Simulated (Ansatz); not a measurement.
## Electronic structure of BH4NO···H2O in real space

Input file:

```
crystal:
  periodic: [false, false, false]
  atoms:
    - { symbol: B, position_ang: [0.0, 0.0, 0.0] }
    - { symbol: H, position_ang: [0.0, 0.0, 1.54] }
    - { symbol: "N", position_ang: [1.3423, 0.0, -0.775] }
    - { symbol: H, position_ang: [1.8089, -0.9179, -1.0268] }
    - { symbol: H, position_ang: [1.7937, 0.9179, -1.0532] }
    - { symbol: O, position_ang: [-1.2211, 0.0, -0.705] }
    - { symbol: H, position_ang: [-1.7308, -0.8467, -0.4965] }
    - { symbol: O, position_ang: [0.0766, 1.621, 0.5392] }
    - { symbol: H, position_ang: [0.4753, 1.6492, 1.4668] }
    - { symbol: H, position_ang: [0.0407, 0.8604, 1.537] }
basis:
  gaussian: { orbitals: "6-31G*" }
hamiltonian:
  xc: pbe
relax:
  f_tol: 0.15
  max_steps: 25
  restrain:
    - { distance: [0, 7], at: 2.61, k: 30.0 }
    - { distance: [9, 1], at: 1.86, k: 30.0 }
    - { distance: [0, 1], at: 1.19, k: 30.0 }
    - { distance: [9, 7], at: 1.01, k: 30.0 }
output:
  orbitals: {}
```

Command:

```sh
ansatz run input.yaml --threads 1 --pin off --max-ram 2048MiB --backend cpu --events-out ev --progress --plain --runs-dir out
```

The fields are those of the run's last geometry, not of the input's.

Not at a stationary point (largest force 0.7 eV/Å).

Level of theory: Ansatz, RKS PBE/6-31G*.

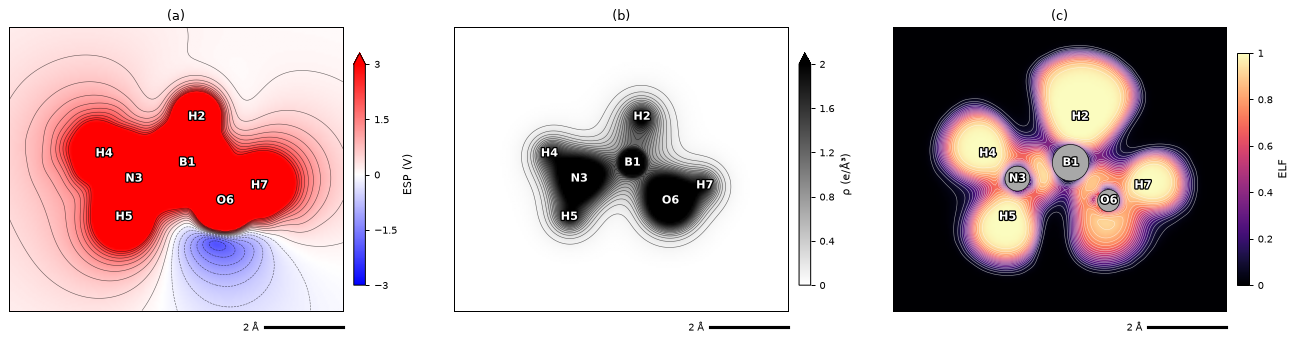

Figure 1. (a) molecular electrostatic potential; (b) electron density; (c) ELF on the plane of atoms H2, B1 and N3. Grey discs cover the atomic cores in the ELF map.

Q: Read the bonding off the picture.

A: The section cuts through B, H, N and O sites. B–O (1.38 Å): ρ is about 2 e/Å³ halfway; the ELF peaks at about 0.90 between the atoms, as expected for a short, strongly polar bond. B–N (1.42 Å): the density is about 1.8 e/Å³ at the midpoint; the ELF peaks at about 0.95 between the atoms; a polar covalent bond. O–H (0.97 Å): the density is about 3.5 e/Å³ at the midpoint; the ELF climbs to about 1 towards the hydrogen, as it does in any bond to H; an ordinary covalent bond to hydrogen. N–H (1.02 Å): ρ at the midpoint is about 2.8 e/Å³; the ELF climbs to about 1 towards the hydrogen; a covalent bond by its length. B–H (1.20 Å): the density is about 1.2 e/Å³ at the midpoint; the ELF climbs to about 1 towards the hydrogen; an ordinary covalent bond to hydrogen. The ELF also peaks beside O6, away from the bonds: lone-pair regions. Outside the dense part of the complex the potential is most negative (−2.0 V) near O6.

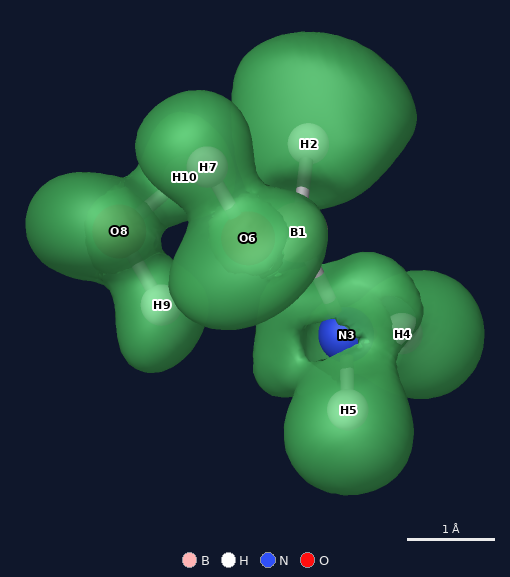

Figure 2. Isosurface of the electron localisation function at 0.75 (green), seen at an oblique angle. Only the valence region is drawn (cores and ρ < 0.01 e/Å³ removed).

Q: Identify the bonds, lone pairs and shells in this picture.

A: The surface consists of one region around a hydrogen nucleus, one joined region spread over several atoms (H, N), in which their bonds and any lone pairs are merged and two joined regions spread over several atoms (H, O), in which their bonds and any lone pairs are merged. Along the contacts the grid gives the following. B1···H10 (2.27 Å): the ELF dips to about 0.05 between them.

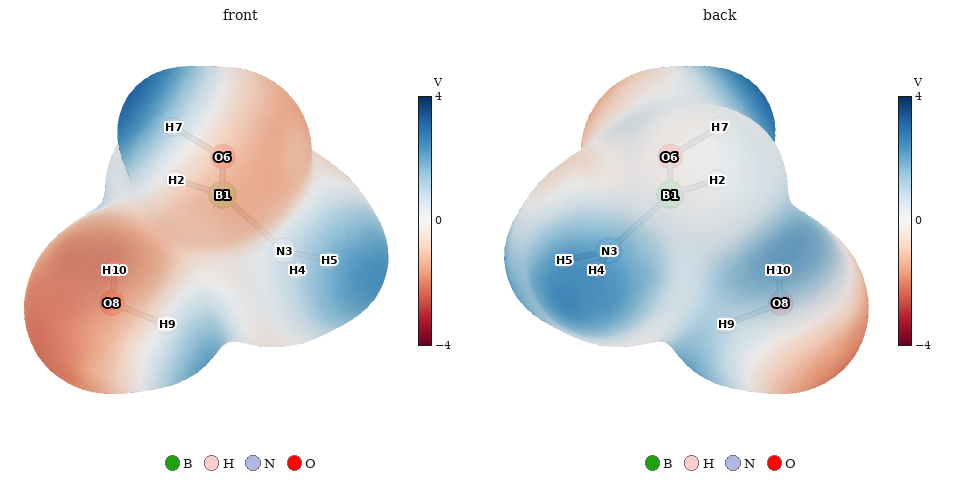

Figure 3. The molecular electrostatic potential painted on the density surface at 0.004 e/bohr³, seen from the front and from behind; red is negative and blue positive.

Q: Describe the electrostatic potential map.

A: The most negative region (about −2.1 V, or −48 kcal/mol for a unit charge) lies over O8, the most positive (about +3.0 V, or +69 kcal/mol for a unit charge) over H7. O8 is the likeliest acceptor of a hydrogen bond.

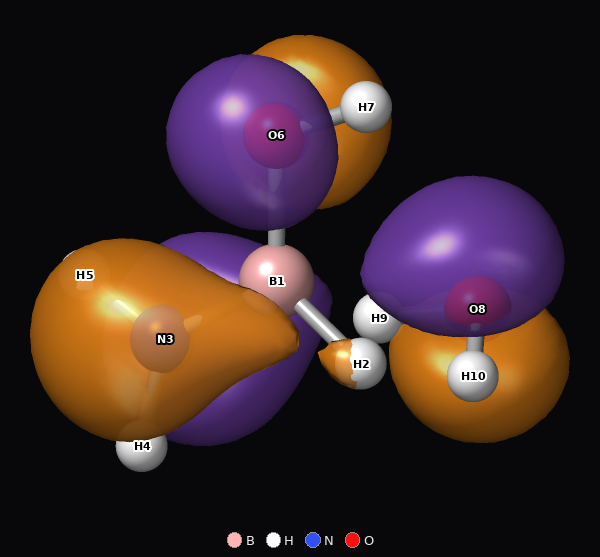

Figure 4. The HOMO−1 at ±0.1 Å⁻³ᐟ² (orange and purple are the two phases), seen at an oblique angle.

Q: Describe this orbital and give its energy.

A: Its weight (Hirshfeld) is mainly on N3 (about 30 %), O8 (about 25 %) and O6 (about 25 %); largely a combination of lone pairs on N3, O8 and O6. Its energy is −6.15 eV.
